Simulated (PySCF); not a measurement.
C₄H₂F₃O (SMILES F/[C]=C(/F)O/C=C\F) (doublet)

```yaml
atoms:
  - { symbol: F, position_ang: [2.3857, 2.1295, 0.6299] }
  - { symbol: C, position_ang: [2.3534, 1.1415, -0.2381] }
  - { symbol: C, position_ang: [1.5272, 0.1103, -0.2403] }
  - { symbol: F, position_ang: [1.7167, -0.8813, -1.1309] }
  - { symbol: O, position_ang: [0.3528, 0.0465, 0.4259] }
  - { symbol: C, position_ang: [-0.7370, -0.5143, -0.1597] }
  - { symbol: C, position_ang: [-1.9583, -0.3849, 0.3526] }
  - { symbol: F, position_ang: [-2.2135, 0.3219, 1.4539] }
  - { symbol: H, position_ang: [-0.5855, -1.1055, -1.0526] }
  - { symbol: H, position_ang: [-2.8325, -0.8591, -0.0633] }
```

Geometry: GFN2-xTB.

Method: UKS B3LYP, pcH-1 on C F H O, non-relativistic, mean-field spin-orbit, GIAO in PySCF.

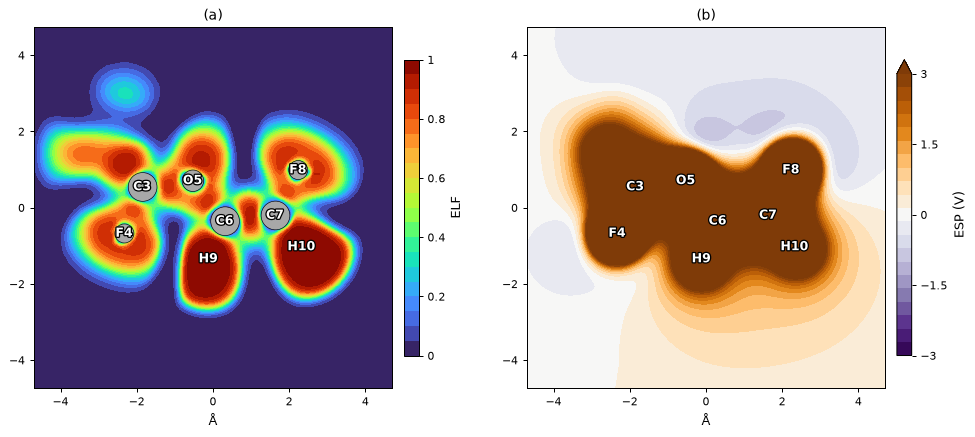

Figure 1. (a) ELF; (b) molecular electrostatic potential on the plane of atoms C6, C7 and H10. Grey discs cover the atomic cores in the ELF map.

**What does the map show?**

Atoms in the plane: C, F, O and H. C–F (1.33 Å): the ELF peaks at about 0.85 between the atoms (a shared but strongly polarised pair). C–C (1.33 Å): the ELF peaks at about 0.95 between the atoms; a multiple bond. C–O (1.35 Å): the ELF peaks at about 0.90 between the atoms (a polar covalent bond). C–H (1.08 Å): the ELF climbs to about 1 towards the hydrogen, as it does in any bond to H; a covalent bond by its length. The ELF also peaks beside F4, F8, O5 and C2, away from the bonds: non-bonding electrons, paired or unpaired. Outside the dense part of the molecule the potential is most negative (−0.9 V) near O5.

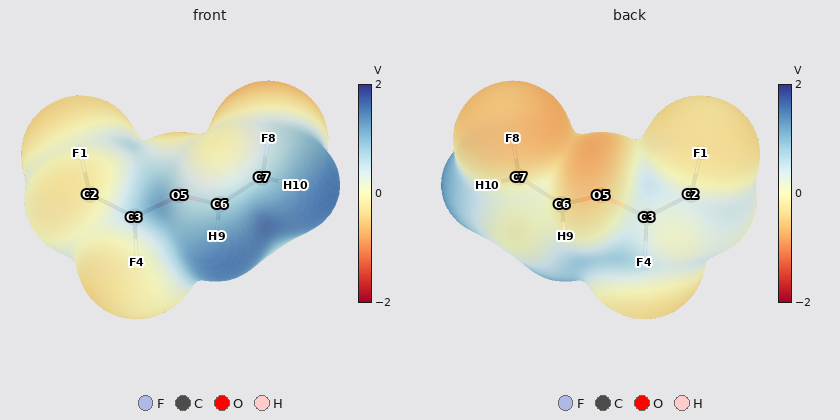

Figure 2. The electrostatic potential painted on the density surface at 0.002 e/bohr³, seen from the front and from behind; red is negative and blue positive.

**Where is the surface potential most negative and most positive?**

The most negative region (about −0.8 V) lies over O5 and F8, the most positive (about +1.6 V) over C6, C7, H9 and H10.

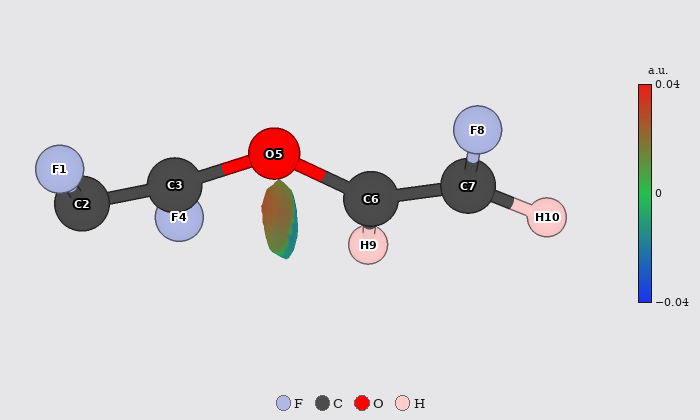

Figure 3. Non-covalent interaction (NCI) plot: the surface where the reduced density gradient is 0.6, for densities under 0.05 a.u., coloured by sign(λ₂)ρ; seen from one side.

**What holds or crowds the atoms apart from the covalent bonds?**

Between H9 and C6 on one side and F4 and C3 on the other: a weak contact, attractive (blue-green) on one side and crowded (olive to red) on the other.
